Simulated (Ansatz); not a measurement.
**Geometry relaxation, with input and output: B₂SiH₃BrClOF (part 1 of 3)**

B₂SiH₃BrClOF, SMILES BO[Si](Cl)(Br)BF, computed with RKS B3LYP-D4/def2-SVP (Ansatz 0.2.0).

It belongs to a series of runs on one base structure; here: end point A relaxed. Figures and captions count atoms from 1; the log counts them from 0 in places.

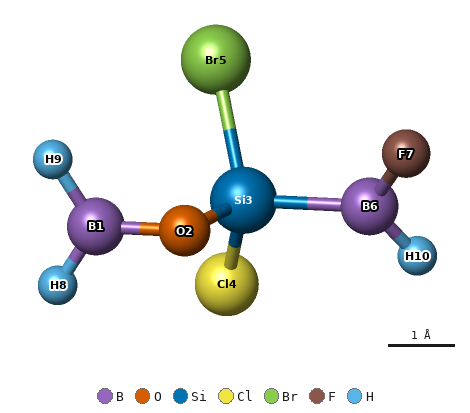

*The starting structure (ball-and-stick view, seen at a tilt; atoms are numbered from 1 in the order of the input).*

Bond lengths as drawn: Br–Si 2.26 Å, B–F 1.45 Å, B–H 1.14 to 1.23 Å, B–O 1.41 Å, B–Si 1.97 Å, Cl–Si 2.05 Å and O–Si 1.72 Å.

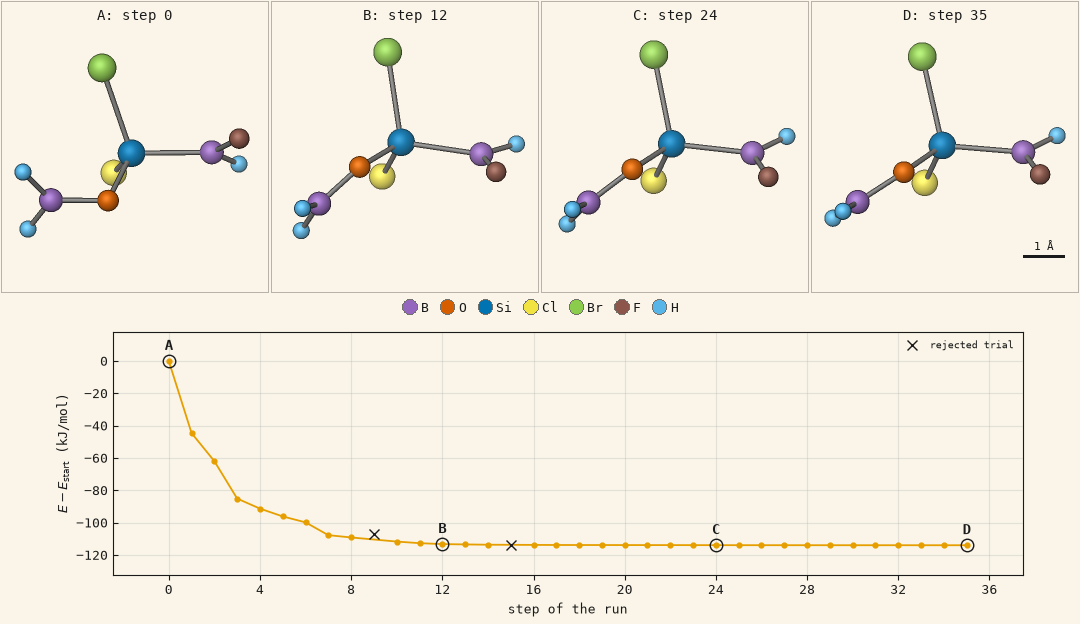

*Frames of the relaxation (ball-and-stick view, seen at a tilt) above the curves, on which the letters mark them (the first geometry is step 0 here and step 1 in the log).*

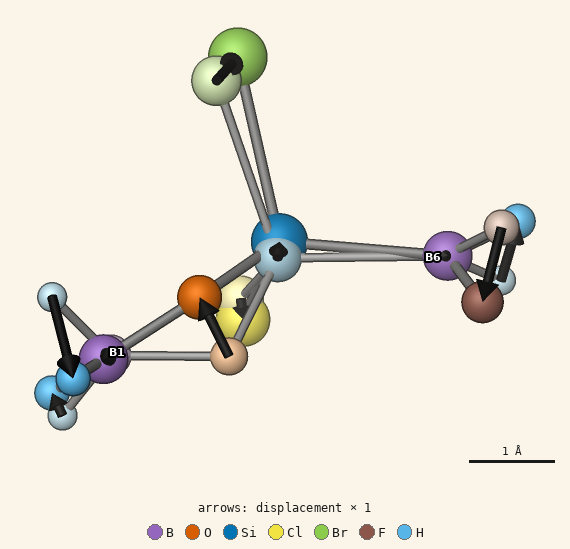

*Start (faint) and end (solid) with the displacements as black arrows, at true length (ball-and-stick view, seen at a tilt). The two geometries are laid on each other by the best rigid fit.*

Over 35 geometry steps the energy falls by 113.9 kJ/mol. The largest force component goes from 3.2 to 0.012 eV/Å. The line search rejected the trial steps at points 9, 15 (counted from 0) and went back. The atom that moves furthest after the best rigid fit is H9 (1.16 Å). Largest moves by element: H 1.16 Å, F 0.91 Å, Br 0.86 Å, O 0.78 Å, Si 0.26 Å, Cl 0.25 Å. Among the contacts that change: B6–F7 1.449 → 1.317 Å, B1–H8 1.142 → 1.209 Å, Si3–B6 1.972 → 2.027 Å, O2–Si3 1.716 → 1.663 Å. Among the angles that change: B1–O2–Si3 104.7° → 140.3°, H8–B1–H9 116.4° → 122.5°, O2–Si3–B6 107.2° → 112.4°. (Atoms are counted from 1 in the order of the input.)

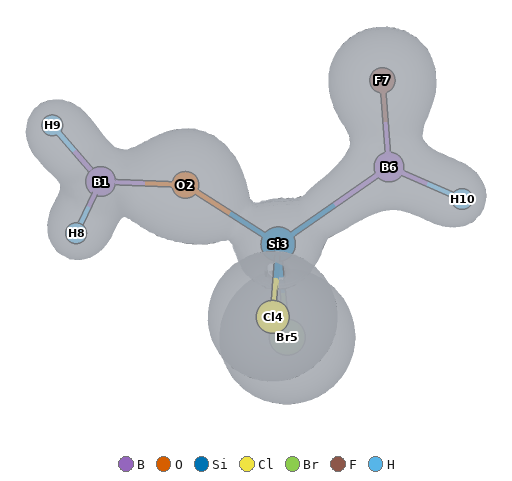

*Isosurface of the electron density at 0.6 e/Å³ (grey), seen face on.*

At this value the surface falls into two separate pieces. On the grid the lowest density along these lines, outside the cores, is 1.5 e/Å³ (B–F, 1.32 Å), 1.5 e/Å³ (B–O, 1.36 Å), 0.89 e/Å³ (Si–O, 1.66 Å) and 0.77 e/Å³ (Si–B, 2.03 Å).

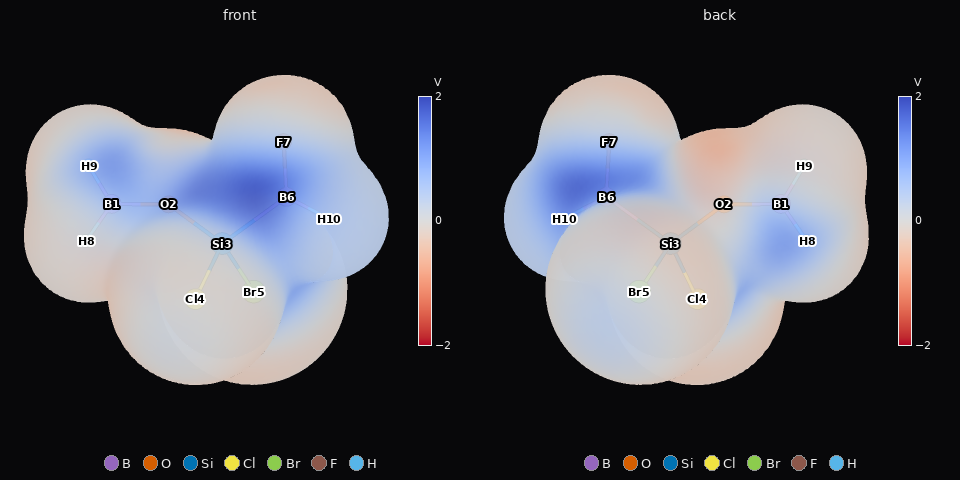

*The electrostatic potential painted on the density surface at 0.001 e/bohr³, seen at a tilt and from behind; the colour scale runs from red (negative) to blue (positive).*

These pictures come from the run below.

**Input file**
```yaml
crystal:
  periodic: [false, false, false]
  atoms:
    - { symbol: B, position_ang: [-1.9622, 0.6033, 0.3948] }
    - { symbol: O, position_ang: [-0.6591, 0.5128, 0.9175] }
    - { symbol: Si, position_ang: [0.2556, -0.246, -0.321] }
    - { symbol: Cl, position_ang: [-0.3932, -2.1424, -0.7634] }
    - { symbol: Br, position_ang: [0.3637, 1.0081, -2.1995] }
    - { symbol: B, position_ang: [2.1, -0.4369, 0.3516] }
    - { symbol: F, position_ang: [2.8927, 0.7138, 0.7356] }
    - { symbol: H, position_ang: [-2.7708, -0.1843, 0.569] }
    - { symbol: H, position_ang: [-2.3232, 1.6483, -0.1493] }
    - { symbol: H, position_ang: [2.5795, -1.5279, 0.4677] }
basis:
  gaussian: { orbitals: def2-SVP }
hamiltonian:
  xc: b3lyp
  dispersion: d4
relax:
  f_tol: 0.015
  max_steps: 40
output:
  orbitals: {}
```

Launched with:
```bash
ansatz run input.yaml --threads 2 --pin off --max-ram 3072MiB --backend cpu --events-out ev --progress --plain --runs-dir out
```

**What the program printed**
```
The last accepted step is kept in [file] (removed where the run ends without a failure and the disk answers)
Engine: ansatz 0.2.0, aarch64-unknown-linux-gnu
Functional definition: B3LYP
  parameter a0 = 0.2
  parameter ax = 0.72
  parameter ac = 0.81
  exchange = (1 - a0 - ax)*slater_x + ax*b88_x + a0*exact_x
  correlation = (1 - ac)*vwn_rpa_c + ac*lyp_c
1441 factors; integrals over basis functions are off by at most 3.9e-4 eV
mean field evaluation 1: about -96593.7048 eV, gradient 5.1e1 eV
mean field evaluation 2: about -96577.0154 eV, gradient 1.1e2 eV
mean field evaluation 4: about -96598.3663 eV, gradient 5.1e0 eV
mean field evaluation 8: about -96598.4466 eV, gradient 4.5e-1 eV
mean field evaluation 16: about -96598.4470 eV, gradient 3.5e-5 eV
mean field -96598.44698667 eV, -3549.9274499810 hartree, gradient 4.9e-6 eV, S^2 0.000000; 0 other end points of the search recorded, 0 dependent functions left out
the calculation of the forces begins
reference -96598.44727956 eV, -3549.9274607444 hartree; 48, 48 occupied and 91, 91 virtual orbitals, 1441 factors
relax step   1: F+E_penalty+E_count = -96598.99712476 eV  Δ(F+E_penalty+E_count) = +0.000e0 eV  max|allowed force component| = 3.178e0 eV/Å  Δτ_max = 0.0000 Å  (30 SCF iters, accepted)
these checks for a lower state are left out or cut short: starts, cluster_reference, orbital_swaps, neighbouring_geometries, increment
1441 factors; integrals over basis functions are off by at most 3.8e-4 eV
mean field -96598.90873799 eV, -3549.9444190292 hartree, gradient 9.2e-6 eV, S^2 0.000000; 0 other end points of the search recorded, 0 dependent functions left out
[... from here on the field's lines of each further geometry are left out, up to the last ...]
relax step   2: F+E_penalty+E_count = -96599.45933251 eV  Δ(F+E_penalty+E_count) = -4.622e-1 eV  max|allowed force component| = 1.948e0 eV/Å  Δτ_max = 0.1715 Å  (32 SCF iters, accepted)
relax step   3: F+E_penalty+E_count = -96599.63920160 eV  Δ(F+E_penalty+E_count) = -1.799e-1 eV  max|allowed force component| = 1.802e0 eV/Å  Δτ_max = 0.1367 Å  (29 SCF iters, accepted)
relax step   4: F+E_penalty+E_count = -96599.87892496 eV  Δ(F+E_penalty+E_count) = -2.397e-1 eV  max|allowed force component| = 9.605e-1 eV/Å  Δτ_max = 0.2000 Å  (29 SCF iters, accepted)
relax step   5: F+E_penalty+E_count = -96599.94329410 eV  Δ(F+E_penalty+E_count) = -6.437e-2 eV  max|allowed force component| = 1.102e0 eV/Å  Δτ_max = 0.1293 Å  (31 SCF iters, accepted)
relax step   6: F+E_penalty+E_count = -96599.99347136 eV  Δ(F+E_penalty+E_count) = -5.018e-2 eV  max|allowed force component| = 9.519e-1 eV/Å  Δτ_max = 0.1544 Å  (30 SCF iters, accepted)
relax step   7: F+E_penalty+E_count = -96600.03148204 eV  Δ(F+E_penalty+E_count) = -3.801e-2 eV  max|allowed force component| = 9.160e-1 eV/Å  Δτ_max = 0.1840 Å  (30 SCF iters, accepted)
relax step   8: F+E_penalty+E_count = -96600.11353263 eV  Δ(F+E_penalty+E_count) = -8.205e-2 eV  max|allowed force component| = 5.729e-1 eV/Å  Δτ_max = 0.1999 Å  (30 SCF iters, accepted)
relax step   9: F+E_penalty+E_count = -96600.12823957 eV  Δ(F+E_penalty+E_count) = -1.471e-2 eV  max|allowed force component| = 7.529e-1 eV/Å  Δτ_max = 0.1994 Å  (30 SCF iters, accepted)
relax step  10: F+E_penalty+E_count = -96600.10731413 eV  Δ(F+E_penalty+E_count) = +2.093e-2 eV  max|allowed force component| = 9.215e-1 eV/Å  Δτ_max = 0.1026 Å  (31 SCF iters, rejected (line search))
relax step  11: F+E_penalty+E_count = -96600.15455468 eV  Δ(F+E_penalty+E_count) = -2.632e-2 eV  max|allowed force component| = 2.462e-1 eV/Å  Δτ_max = 0.0502 Å  (32 SCF iters, accepted)
relax step  12: F+E_penalty+E_count = -96600.16483806 eV  Δ(F+E_penalty+E_count) = -1.028e-2 eV  max|allowed force component| = 8.429e-2 eV/Å  Δτ_max = 0.0858 Å  (30 SCF iters, accepted)
relax step  13: F+E_penalty+E_count = -96600.17074424 eV  Δ(F+E_penalty+E_count) = -5.906e-3 eV  max|allowed force component| = 1.281e-1 eV/Å  Δτ_max = 0.0860 Å  (31 SCF iters, accepted)
relax step  14: F+E_penalty+E_count = -96600.17285393 eV  Δ(F+E_penalty+E_count) = -2.110e-3 eV  max|allowed force component| = 1.143e-1 eV/Å  Δτ_max = 0.0509 Å  (32 SCF iters, accepted)
relax step  15: F+E_penalty+E_count = -96600.17476523 eV  Δ(F+E_penalty+E_count) = -1.911e-3 eV  max|allowed force component| = 6.540e-2 eV/Å  Δτ_max = 0.0424 Å  (32 SCF iters, accepted)
relax step  16: F+E_penalty+E_count = -96600.17463517 eV  Δ(F+E_penalty+E_count) = +1.301e-4 eV  max|allowed force component| = 1.102e-1 eV/Å  Δτ_max = 0.0457 Å  (33 SCF iters, rejected (line search))
relax step  17: F+E_penalty+E_count = -96600.17599353 eV  Δ(F+E_penalty+E_count) = -1.228e-3 eV  max|allowed force component| = 4.499e-2 eV/Å  Δτ_max = 0.0219 Å  (32 SCF iters, accepted)
relax step  18: F+E_penalty+E_count = -96600.17650047 eV  Δ(F+E_penalty+E_count) = -5.069e-4 eV  max|allowed force component| = 4.328e-2 eV/Å  Δτ_max = 0.0338 Å  (33 SCF iters, accepted)
relax step  19: F+E_penalty+E_count = -96600.17669873 eV  Δ(F+E_penalty+E_count) = -1.983e-4 eV  max|allowed force component| = 3.308e-2 eV/Å  Δτ_max = 0.0270 Å  (32 SCF iters, accepted)
relax step  20: F+E_penalty+E_count = -96600.17682223 eV  Δ(F+E_penalty+E_count) = -1.235e-4 eV  max|allowed force component| = 2.714e-2 eV/Å  Δτ_max = 0.0128 Å  (33 SCF iters, accepted)
relax step  21: F+E_penalty+E_count = -96600.17697447 eV  Δ(F+E_penalty+E_count) = -1.522e-4 eV  max|allowed force component| = 2.629e-2 eV/Å  Δτ_max = 0.0132 Å  (33 SCF iters, accepted)
relax step  22: F+E_penalty+E_count = -96600.17712736 eV  Δ(F+E_penalty+E_count) = -1.529e-4 eV  max|allowed force component| = 5.133e-2 eV/Å  Δτ_max = 0.0281 Å  (32 SCF iters, accepted)
relax step  23: F+E_penalty+E_count = -96600.17721440 eV  Δ(F+E_penalty+E_count) = -8.704e-5 eV  max|allowed force component| = 5.923e-2 eV/Å  Δτ_max = 0.0209 Å  (33 SCF iters, accepted)
relax step  24: F+E_penalty+E_count = -96600.17739453 eV  Δ(F+E_penalty+E_count) = -1.801e-4 eV  max|allowed force component| = 4.353e-2 eV/Å  Δτ_max = 0.0081 Å  (24 SCF iters, accepted)
relax step  25: F+E_penalty+E_count = -96600.17763788 eV  Δ(F+E_penalty+E_count) = -2.434e-4 eV  max|allowed force component| = 2.555e-2 eV/Å  Δτ_max = 0.0349 Å  (31 SCF iters, accepted)
relax step  26: F+E_penalty+E_count = -96600.17771583 eV  Δ(F+E_penalty+E_count) = -7.795e-5 eV  max|allowed force component| = 2.795e-2 eV/Å  Δτ_max = 0.0220 Å  (32 SCF iters, accepted)
relax step  27: F+E_penalty+E_count = -96600.17778827 eV  Δ(F+E_penalty+E_count) = -7.244e-5 eV  max|allowed force component| = 3.272e-2 eV/Å  Δτ_max = 0.0264 Å  (32 SCF iters, accepted)
relax step  28: F+E_penalty+E_count = -96600.17782501 eV  Δ(F+E_penalty+E_count) = -3.674e-5 eV  max|allowed force component| = 3.528e-2 eV/Å  Δτ_max = 0.0204 Å  (33 SCF iters, accepted)
relax step  29: F+E_penalty+E_count = -96600.17788650 eV  Δ(F+E_penalty+E_count) = -6.150e-5 eV  max|allowed force component| = 2.428e-2 eV/Å  Δτ_max = 0.0106 Å  (26 SCF iters, accepted)
relax step  30: F+E_penalty+E_count = -96600.17794247 eV  Δ(F+E_penalty+E_count) = -5.597e-5 eV  max|allowed force component| = 1.327e-2 eV/Å  Δτ_max = 0.0097 Å  (25 SCF iters, accepted)
relax step  31: F+E_penalty+E_count = -96600.17796372 eV  Δ(F+E_penalty+E_count) = -2.124e-5 eV  max|allowed force component| = 2.063e-2 eV/Å  Δτ_max = 0.0232 Å  (33 SCF iters, accepted)
relax step  32: F+E_penalty+E_count = -96600.17800500 eV  Δ(F+E_penalty+E_count) = -4.128e-5 eV  max|allowed force component| = 2.780e-2 eV/Å  Δτ_max = 0.0173 Å  (26 SCF iters, accepted)
relax step  33: F+E_penalty+E_count = -96600.17802260 eV  Δ(F+E_penalty+E_count) = -1.760e-5 eV  max|allowed force component| = 2.537e-2 eV/Å  Δτ_max = 0.0042 Å  (25 SCF iters, accepted)
relax step  34: F+E_penalty+E_count = -96600.17805556 eV  Δ(F+E_penalty+E_count) = -3.297e-5 eV  max|allowed force component| = 1.606e-2 eV/Å  Δτ_max = 0.0194 Å  (33 SCF iters, accepted)
relax step  35: F+E_penalty+E_count = -96600.17806505 eV  Δ(F+E_penalty+E_count) = -9.487e-6 eV  max|allowed force component| = 1.301e-2 eV/Å  Δτ_max = 0.0051 Å  (23 SCF iters, accepted)
the calculation of the forces begins
reference -96599.64619993 eV, -3549.9715202556 hartree; 48, 48 occupied and 91, 91 virtual orbitals, 1441 factors
```
